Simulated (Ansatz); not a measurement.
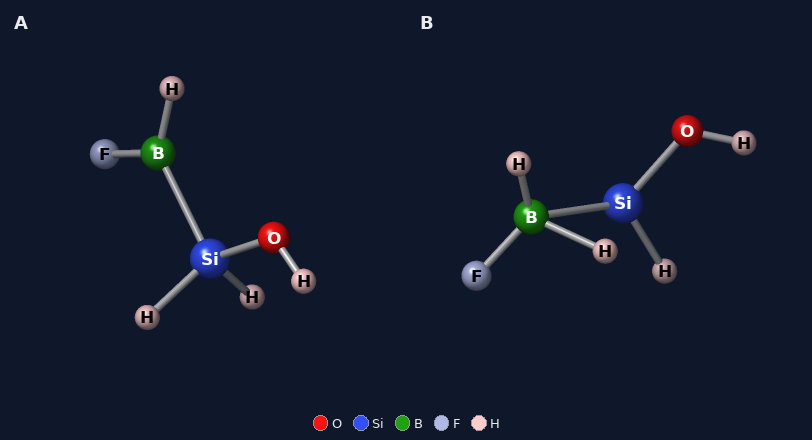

2 stationary structures of one formula. Geometries: PBE0-D4/def2-TZVP. Electronic energies: PBE0-D4/def2-TZVPP (Ansatz 0.2.0), without zero-point energy. No frequency run is at hand to confirm each as a minimum. Each is one conformer, not always the lowest.

### Rank them by energy, lowest first.

A is lowest (Cs); B lies 0.603 eV above it (C1).

Give E(B) − E(A) in eV at these levels too: r2SCAN-D4/def2-TZVPP; ωB97M-V/def2-TZVPP; PBE0-D4/def2-TZVP; RHF-CCSD(T) (frozen core)/def2-TZVPP; B3LYP-D4/def2-TZVPP; PBE-D4/def2-TZVPP; PBE0-D4/def2-TZVPP.

```csv
level,E(B) − E(A) (eV)
r2SCAN-D4/def2-TZVPP,+0.573
ωB97M-V/def2-TZVPP,+0.681
PBE0-D4/def2-TZVP,+0.606
RHF-CCSD(T) (frozen core)/def2-TZVPP,+0.752
B3LYP-D4/def2-TZVPP,+0.700
PBE-D4/def2-TZVPP,+0.466
PBE0-D4/def2-TZVPP,+0.603
```
